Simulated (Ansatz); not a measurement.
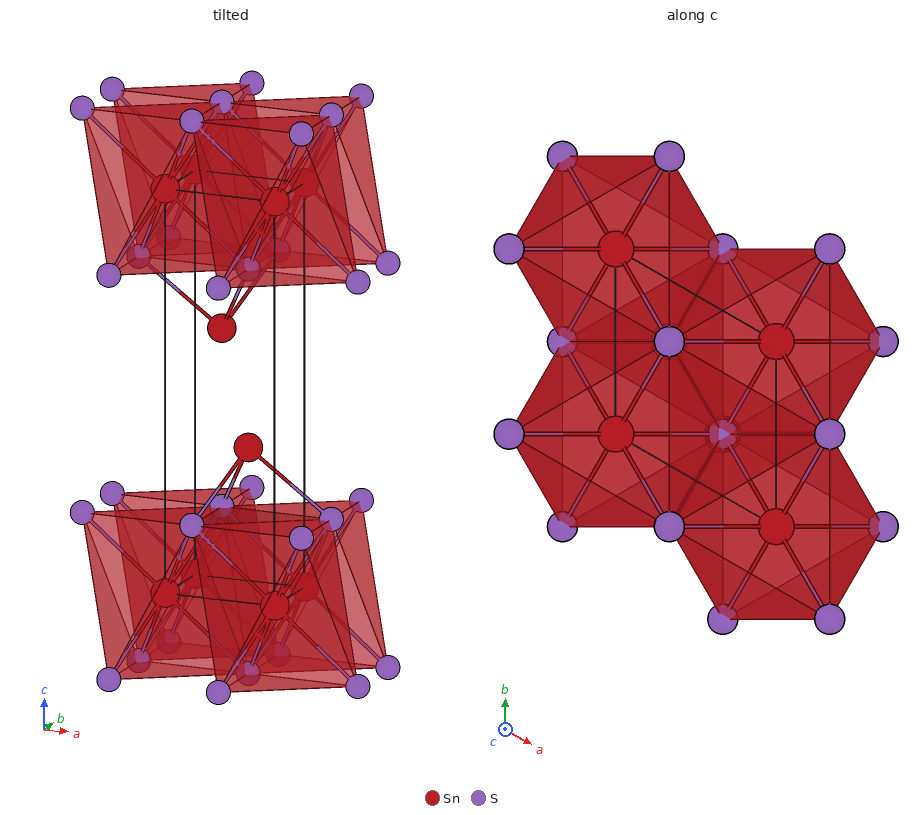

A polyhedral rendering, viewed slightly off an axis and along the c axis. The wireframe shows the conventional unit cell. Some neighbours outside the box are added. Cell: a = 3.738 Å, b = 3.738 Å, c = 10.379 Å, α = 90.00°, β = 90.00°, γ = 120.00°.

- Its composition is Sn3S2.
- The lattice is primitive hexagonal and the space group P-3m1 (No. 164).
- Atoms per cell: 5 (3 Sn, 2 S).
- S is coordinated by six Sn in a distorted octahedral arrangement at about 2.8 to 2.9 Å. Sn takes two kinds of site: 1a with six S in a distorted octahedral arrangement at about 2.9 Å; 2d with three S in a trigonal pyramidal arrangement at about 2.8 Å.
- The bonds build Sn3S2 layers parallel to (001).

The model was built from a textbook structure type filled with these elements (whether it is the usual form wasn't checked). This is the structure after a relaxation with Ansatz 0.2.0, DFT PBE, scalar-relativistic, plane waves, PAW.
